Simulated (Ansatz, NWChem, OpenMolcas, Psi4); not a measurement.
Computed against measured: atomisation enthalpy at 298 K

8 molecules with halogens; the atomisation enthalpy at 298 K in kJ/mol, computed less measured. Shapes, held fixed at every level: PBE0-D4/def2-TZVP. Thermal terms are harmonic and unscaled (PBE0-D4/def2-TZVP); the spin-orbit lowering of the free atoms is taken from their spectra. Programs: Ansatz 0.2.0, NWChem 7.3.0, OpenMolcas 26.06, Psi4 1.11. A level may come from different programs for different species; with the same settings they agree closely. Measured values: Active Thermochemical Tables, NIST-JANAF tables.

Levels: A = HF/STO-3G; B = SVWN5/aug-cc-pVDZ; C = BLYP/aug-cc-pVDZ; D = B3LYP/aug-cc-pVDZ.

```
                     molecule  from tabulated heats     A     B    C    D
       BBrF2 (SMILES FB(F)Br)                  1661  -329  +250  -66  -78
      BF3 (boron trifluoride)                  1944  -515  +264  -71  -90
     CH2Cl2 (dichloromethane)                  1490  -256  +231  -68  -62
      CH2F2 (difluoromethane)                  1763  -466  +306  -29  -41
CHBrF2 (bromodifluoromethane)                  1630  -517  +358  -33  -56
 C2H2F2 (vinylidene fluoride)                  2361  -613  +445  -21  -41
       C2H3Br (vinyl bromide)                  2126  -291  +294  -61  -57
           C2H5F (SMILES CCF)                  2876  -300  +377  -71  -54
```

(1) Sum up the errors.

Answers

(1) 
| level | kind | mean error | mean absolute error | worst case |
| --- | --- | --- | --- | --- |
| HF/STO-3G | Hartree–Fock | -410.9 | 410.9 | C2H2F2 |
| SVWN5/aug-cc-pVDZ | LDA | +315.6 | 315.6 | C2H2F2 |
| BLYP/aug-cc-pVDZ | GGA | -52.5 | 52.5 | BF3 |
| B3LYP/aug-cc-pVDZ | global hybrid | -59.9 | 59.9 | BF3 |

On this set BLYP/aug-cc-pVDZ has the smallest mean absolute error and HF/STO-3G the largest. HF/STO-3G is too low in 8 of 8; SVWN5/aug-cc-pVDZ is too high in 8 of 8; BLYP/aug-cc-pVDZ is too low in 8 of 8; B3LYP/aug-cc-pVDZ is too low in 8 of 8. The tabulated values of BBrF2, BF3, C2H2F2 are in doubt (older tables, estimates, or at odds with other calculations) and kept here. Over the 5 molecules whose values aren't doubted the mean absolute errors are A 366.0; B 313.2; C 52.4; D 54.0. Hartree–Fock lacks correlation and underbinds. Rows in very small basis sets show the basis more than the method. Relativity is left out for Br. The set is small.

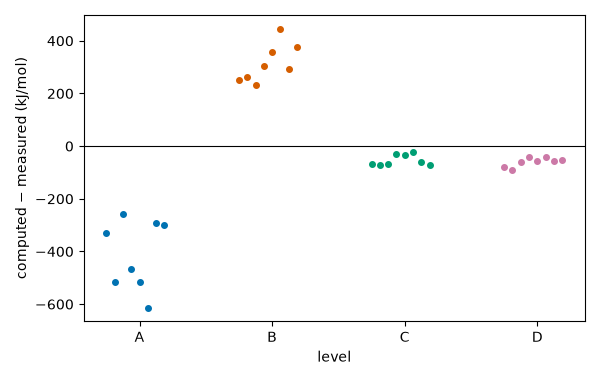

Errors of each level, one point a molecule.
